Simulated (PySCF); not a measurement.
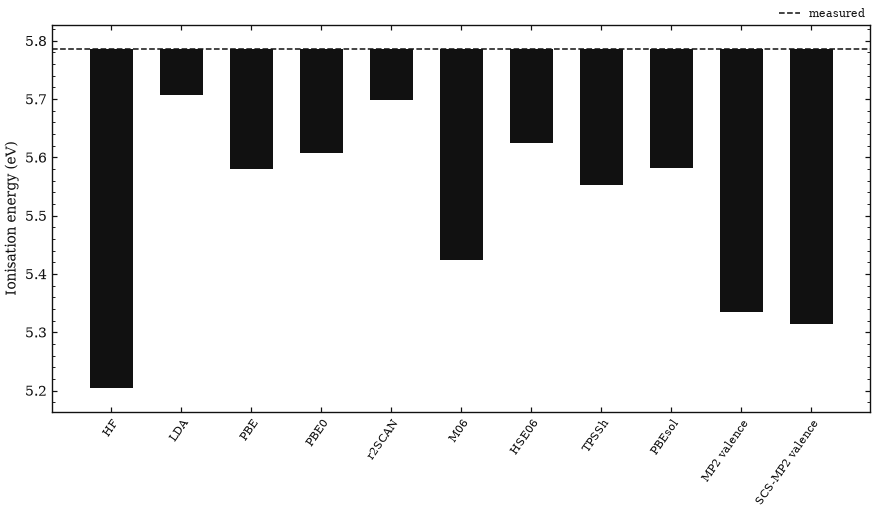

The ionisation energy of an atom or ion with 49 electrons in the configuration [Kr] 4d¹⁰ 5s² 5p by several methods. PySCF, aug-cc-pVDZ-PP with a 28-electron core potential, unrestricted single determinants, no spin-orbit coupling. Methods marked “valence” freeze 18 core electrons.

Question: Name the element and charge.

Answer: Neutral indium. The values run from 5.203 eV (HF) to 5.707 eV (LDA). The measured value is 5.786 eV; nearest to it come LDA (−0.079) and r2SCAN (−0.088), furthest HF (−0.583 eV).

Known limits: spin-orbit shift not estimated.
